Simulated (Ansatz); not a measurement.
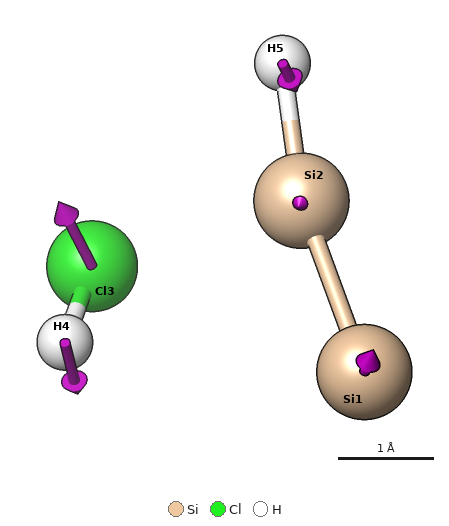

A relaxation of Si2H2Cl (multiplicity 2). The starting structure is drawn; purple arrows show the displacements, magnified 5 times. The two geometries are superimposed by the best rigid fit.

A ball-and-stick model, seen at a tilt.

It is one of the separated reactants of a reaction.

Method: UKS PBE0-D4/def2-TZVP in Ansatz 0.2.0.

Input file:
```yaml
crystal:
  periodic: [false, false, false]
  atoms:
    - {symbol: Si, position_ang: [-0.536589, 1.031541, -1.269802]}
    - {symbol: Si, position_ang: [0.127425, -0.193881, 0.379112]}
    - {symbol: Cl, position_ang: [3.047313, -0.254286, 0.359120]}
    - {symbol: H, position_ang: [2.871739, 0.985232, 0.001024]}
    - {symbol: H, position_ang: [0.167399, -1.022722, 1.644741]}
basis:
  gaussian: {orbitals: def2-TZVP}
magnetization: {spin_polarized: true, initial_magnetization: 1}
hamiltonian: {xc: pbe0, dispersion: d4}
relax: {f_tol: 0.005, max_steps: 200}
```

Command:
```bash
ansatz run in.yaml --threads 2 --pin off --events-out ev --progress --plain --max-ram 4352MiB
```

Q: What happened in the run?

A: Over 13 accepted moves (16 points after the start) the energy falls by 0.021 eV. The largest force component goes from 0.54 to 0.0045 eV/Å. The line search rejected the trial steps at points 2, 11, 13 of the run. The forces were under the threshold at step 6, but the run went on from there. The largest move after the best rigid fit is that of Cl3, 0.20 Å. Largest moves by element: Cl 0.20 Å, H 0.18 Å, Si 0.08 Å. Some distances before and after: Si2–Cl3 2.921 → 2.876 Å, Si1–Si2 2.159 → 2.129 Å, Si2–H5 1.513 → 1.492 Å, Cl3–H4 1.302 → 1.283 Å. Cost: 95 s on 2 threads of Arm Neoverse V2, on a shared host.

Limits of the set-up: the start holds two separate molecules, 2.9 Å apart at their closest, whose relative position is a soft coordinate.
